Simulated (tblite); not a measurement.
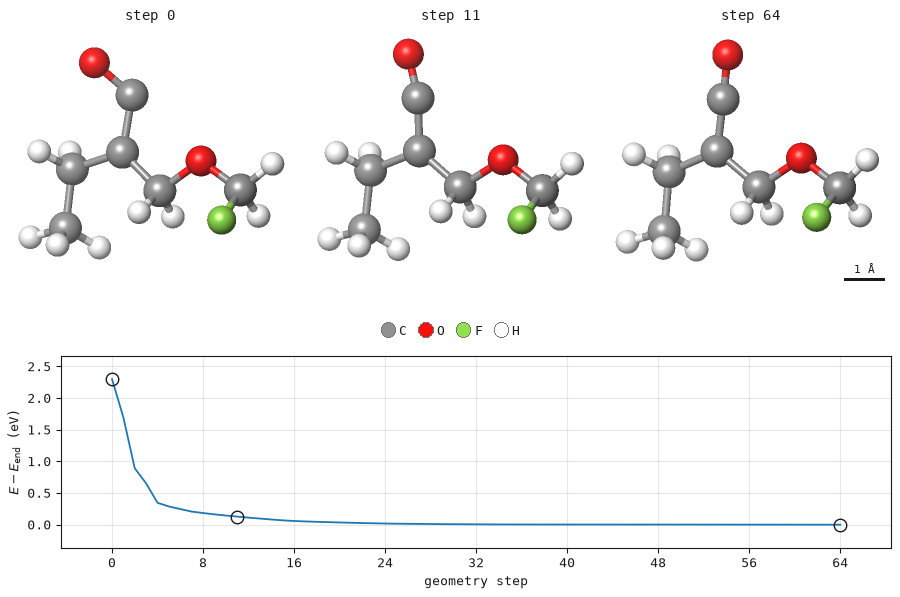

Frames of a relaxation of C6H9FO2 (charge +1, multiplicity 2), marked on the history of the run. The picture is a ball-and-stick view, seen at a tilt.

All numbers below come from tblite 0.8.0, GFN2-xTB geometry optimisation, gas phase. 

Q: Describe the path.

A: The energy falls by 2.301 eV in 64 geometry steps. An O atom moves most after the best rigid fit: 0.89 Å. By element the largest moves are O 0.89 Å, C 0.30 Å, H 0.20 Å, F 0.18 Å. Some distances before and after: C–O 1.264 → 1.135 Å, C–C 1.467 → 1.341 Å, C–H 1.127 → 1.087 Å, C–F 1.384 → 1.360 Å. Bond angles that change, for instance: C–C–O 121.2° → 179.1°, H–C–H 113.6° → 105.2°, H–C–H 105.6° → 111.7°. The run took 0.36 s on 1 thread of Arm Neoverse V2, on a shared host. From step 0 to 11: an O atom moves most (0.42 Å), energy −2.174 eV. From step 11 to 64: an O atom moves most (0.54 Å), energy −0.128 eV.

```json
{"step": "0", "E − E(0), eV": "0.0000"}
{"step": "1", "E − E(0), eV": "-0.6077"}
{"step": "2", "E − E(0), eV": "-1.4100"}
{"step": "3", "E − E(0), eV": "-1.6490"}
{"step": "4", "E − E(0), eV": "-1.9551"}
{"step": "5", "E − E(0), eV": "-2.0136"}
{"step": "6", "E − E(0), eV": "-2.0541"}
{"step": "7", "E − E(0), eV": "-2.0943"}
{"step": "8", "E − E(0), eV": "-2.1168"}
{"step": "9", "E − E(0), eV": "-2.1381"}
{"step": "10", "E − E(0), eV": "-2.1565"}
{"step": "13", "E − E(0), eV": "-2.2045"}
{"step": "16", "E − E(0), eV": "-2.2430"}
{"step": "19", "E − E(0), eV": "-2.2610"}
{"step": "21", "E − E(0), eV": "-2.2709"}
{"step": "24", "E − E(0), eV": "-2.2828"}
{"step": "27", "E − E(0), eV": "-2.2888"}
{"step": "30", "E − E(0), eV": "-2.2939"}
{"step": "33", "E − E(0), eV": "-2.2966"}
{"step": "36", "E − E(0), eV": "-2.2980"}
{"step": "38", "E − E(0), eV": "-2.2985"}
{"step": "41", "E − E(0), eV": "-2.2988"}
{"step": "44", "E − E(0), eV": "-2.2990"}
{"step": "47", "E − E(0), eV": "-2.2993"}
{"step": "50", "E − E(0), eV": "-2.2997"}
{"step": "53", "E − E(0), eV": "-2.3001"}
{"step": "55", "E − E(0), eV": "-2.3004"}
{"step": "58", "E − E(0), eV": "-2.3007"}
{"step": "61", "E − E(0), eV": "-2.3010"}
{"step": "64", "E − E(0), eV": "-2.3011"}
```
